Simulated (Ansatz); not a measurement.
Calculation: PBE (plane waves to 420 eV, PAW; Ansatz, a first-principles code).

Host crystal: anatase TiO2, with a band gap (PBE, scalar-relativistic without spin-orbit coupling).

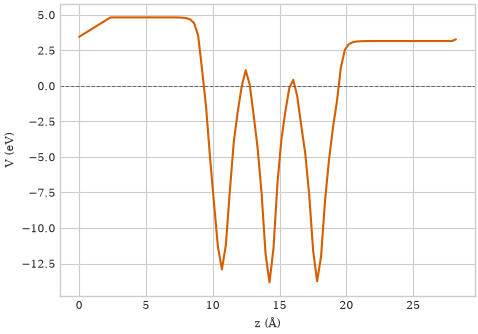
Figure. Plane-averaged electrostatic potential energy along the normal, in eV from the Fermi level, for Li on the 1x1 (101) surface of anatase TiO2 (cut with top plane O), one in a 2x1 cell, started at the site 'bridge O-O (span 2.8 Å)'

Set-up: 37 atoms, 9.4 Å thick at the start under the adsorbate (thin: gaps and levels are the slab's own); mesh 3x4x1; 0.01 eV smearing; dipole correction on; 14 atoms held, the rest relaxed; no symmetry held; spin-polarised, ending with about 0.5 μB a cell, a value that depends on the mesh; orders that need a larger cell were not tried, no spin-orbit, no U, no dispersion correction. The slab shows no gap over 0.04 eV on its mesh. At the end it is bonded to 3 O + 4 Ti. In PBE it is, or lies within 0.03 eV of, the lowest of the starts that converged.

Task: The surface cell has an area of 39.58 Å². What dipole along the normal does the step between the two vacuum levels imply?

Result: the top vacuum level lies 1.66 eV below the bottom one; p = −ε₀ A ΔV (ε₀ = 0.005526 e/(V·Å)) gives 0.36 e·Å a cell.
